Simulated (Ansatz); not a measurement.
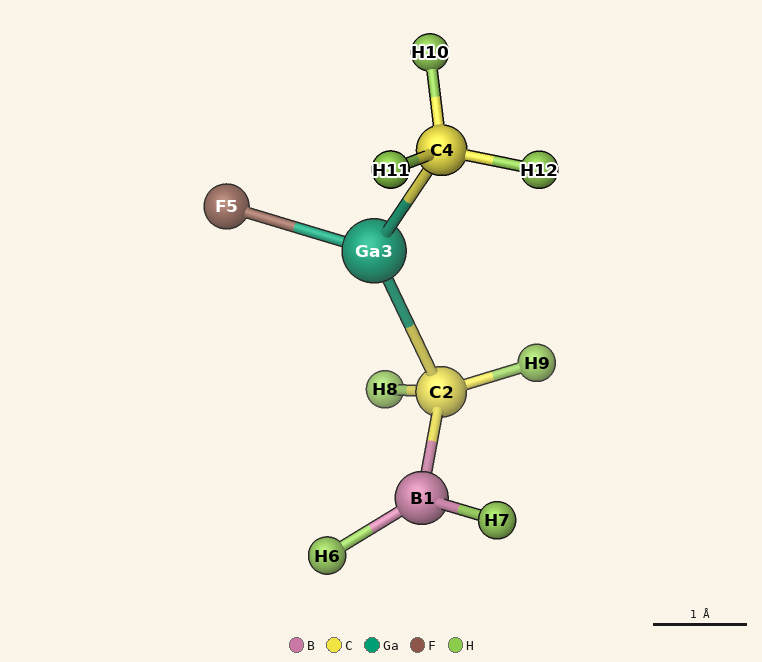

Orthographic view. Distant atoms are faded towards the background colour. Computed geometry: PBE0-D4/def2-TZVP optimisation. No frequency run is at hand to confirm it as a minimum.

List the bonded neighbours of every atom.

B1: C2, H6, H7
C2: B1, Ga3, H8, H9
Ga3: C2, C4, F5
C4: Ga3, H10, H11, H12
F5: Ga3
(terminal hydrogens appear only as neighbours)
